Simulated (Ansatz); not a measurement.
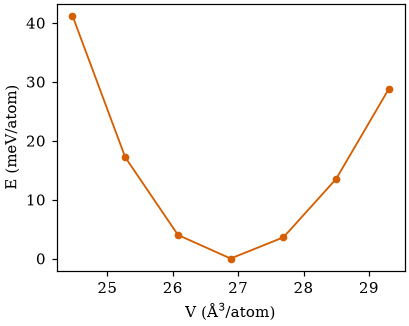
Figure. HgS (zinc blende, F-43m) under volume change, PBE (plane waves, PAW; program Ansatz), scaled uniformly.

### Question
What does a third-order Birch–Murnaghan fit give for V₀, B₀ and B′?

### Answer
V₀ = 26.89 Å³/atom, B₀ = 50.3 GPa, B′ = 4.9.

Symmetry was held in the PBE relaxation. Spin–orbit coupling is left out wherever it is not named.

Potentials: the later of the program's two PAW sets.
